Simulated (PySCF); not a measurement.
## Electronic structure of C$_{3}$H$_{9}$BOSi$_{2}$ in real space

```yaml
atoms:
  - { symbol: B, position_ang: [0.1618, -1.3359, 2.2561] }
  - { symbol: Si, position_ang: [-0.1360, 0.3986, 1.4044] }
  - { symbol: C, position_ang: [1.0111, 0.6418, -0.0417] }
  - { symbol: C, position_ang: [1.7426, 0.7760, -0.9910] }
  - { symbol: C, position_ang: [2.6218, 0.9514, -2.1274] }
  - { symbol: O, position_ang: [-1.6758, 0.5358, 0.8473] }
  - { symbol: Si, position_ang: [-2.9390, 0.4459, -0.1464] }
  - { symbol: H, position_ang: [1.1142, -1.5135, 2.9122] }
  - { symbol: H, position_ang: [-0.5712, -2.2393, 2.1347] }
  - { symbol: H, position_ang: [-0.0229, 1.6288, 2.2151] }
  - { symbol: H, position_ang: [2.9192, 1.9968, -2.2103] }
  - { symbol: H, position_ang: [2.1099, 0.6567, -3.0435] }
  - { symbol: H, position_ang: [3.5154, 0.3382, -2.0086] }
  - { symbol: H, position_ang: [-4.0928, 0.7772, 0.6885] }
  - { symbol: H, position_ang: [-3.0210, -0.9203, -0.6688] }
  - { symbol: H, position_ang: [-2.7449, 1.4056, -1.2322] }
```

Geometry: GFN2-xTB.

All numbers below come from PBE0/pcSseg-1, SCF density, gas phase, non-relativistic in PySCF 2.14.0.

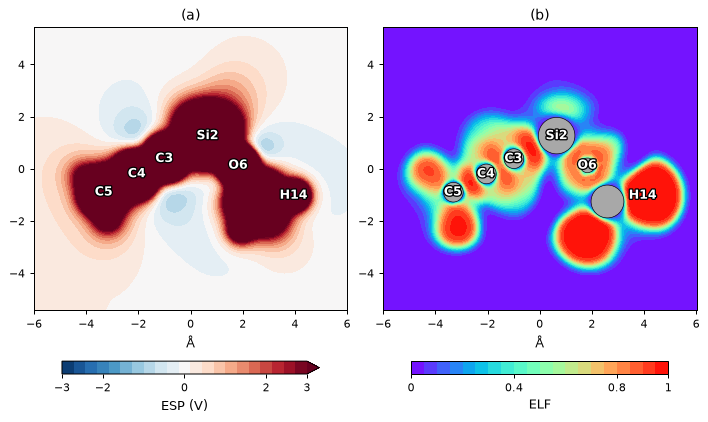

Figure 1. (a) molecular electrostatic potential; (b) electron localisation function on the plane of atoms C3, Si2 and O6. Grey discs cover the atomic cores in the ELF map.

### What does the map show?

The section cuts through Si, C, O and H sites.
C–C (1.21 Å): the ELF peaks at about 0.85 between the atoms: a short, multiple covalent bond.
C–Si (1.86 Å): the ELF peaks at about 0.95 between the atoms: localised, covalent bonding.
The ELF also peaks beside O6, away from the bonds: lone-pair regions.
Outside the dense part of the molecule the potential is most negative (−0.9 V) near C3.

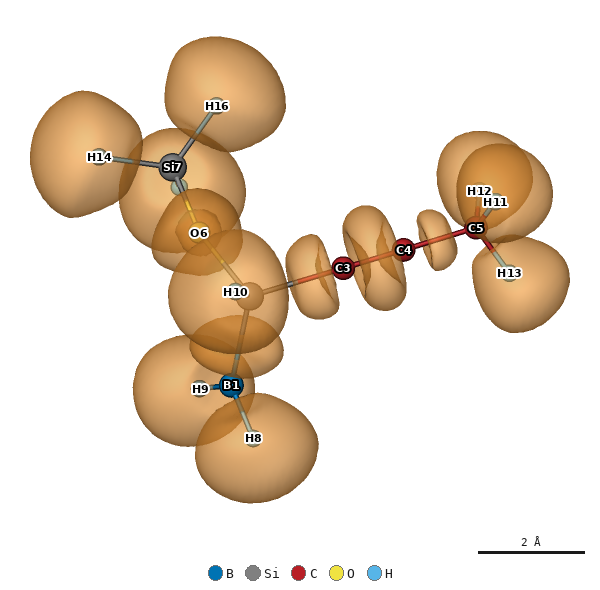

Figure 2. Isosurface of the ELF at 0.75 (orange), seen at a tilt. Only the valence region is drawn (cores and ρ < 0.01 e/Å³ removed).

### Identify the bonds, lone pairs and shells in this picture.

At this value the surface marks out one region between bonded B–Si atoms (shared pairs), two regions between bonded C–C atoms (shared pairs), one region between bonded C–Si atoms (shared pairs), nine regions around hydrogen nuclei and one region on O in which the atom's valence shell and bonds are merged. Profiles from the grid: Si–O (1.61 Å): the ELF peaks at about 0.85 between the atoms: a polar covalent bond.

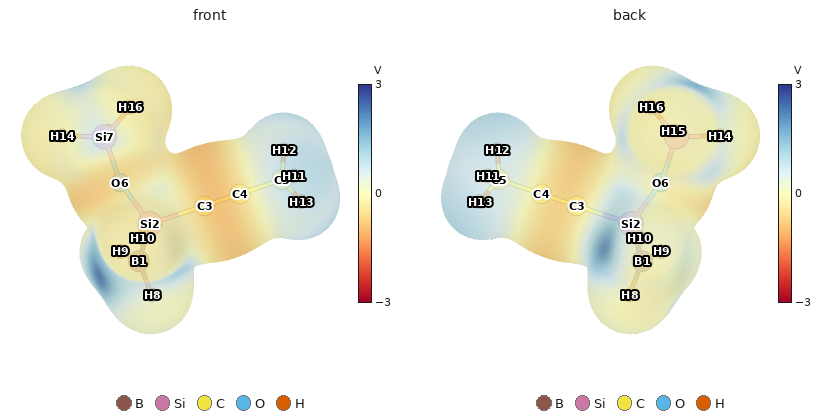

Figure 3. The electrostatic potential painted on the density surface at 0.002 e/bohr³, seen from the front and from behind; the colour scale runs from red (negative) to blue (positive).

### Describe the electrostatic potential map.

The most negative region (about −0.9 V) lies over C3 and C4, the most positive (about +2.1 V) over B1.

### What dipole moment does the calculation give?

Its dipole moment is 1.74 D.
